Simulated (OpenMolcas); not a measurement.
**Exact exchange and the electronic atomisation energy of CH2FNSi**

CH2FNSi: 6 atoms, total charge 0, spin state singlet. SMILES: `FC1=N[SiH2]1`. The shape is that of a PBE0-D4/def2-TZVP optimisation.

The electronic atomisation energy y, in eV, basis 6-311+G(d,p); a is the functional's share of exact exchange. Programs: OpenMolcas 26.06.

```
functional     program     a  y (eV)
      BLYP  OpenMolcas     0   21.99
       PBE  OpenMolcas     0   22.81
     B3LYP  OpenMolcas   0.2   21.71
      PBE0  OpenMolcas  0.25       ?
     BHLYP  OpenMolcas   0.5   20.49
```

Question: Fit y = c + s·a to the known rows and predict PBE0.

Answer: 
1. Means of the 4 rows: a = 0.1750, y = 21.750.
2. Σ(Δa)² = 0.1675, Σ(Δa·Δy) = -0.638, so the slope is -0.638/0.1675 = -3.809.
3. Intercept: 21.750 − (-3.809) × 0.1750 = 22.417. The largest residual of the fit is 0.43.
4. PBE0: 22.417 + (-3.809) × 0.25 = 21.46 eV.

The run gave 21.88 eV, so the prediction is off by -0.42 eV, within the largest residual. The rows mix families of semi-local functionals, which the line can't see.

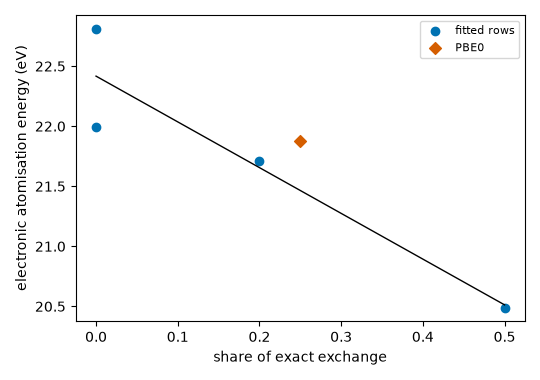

The fitted line, with the withheld row.
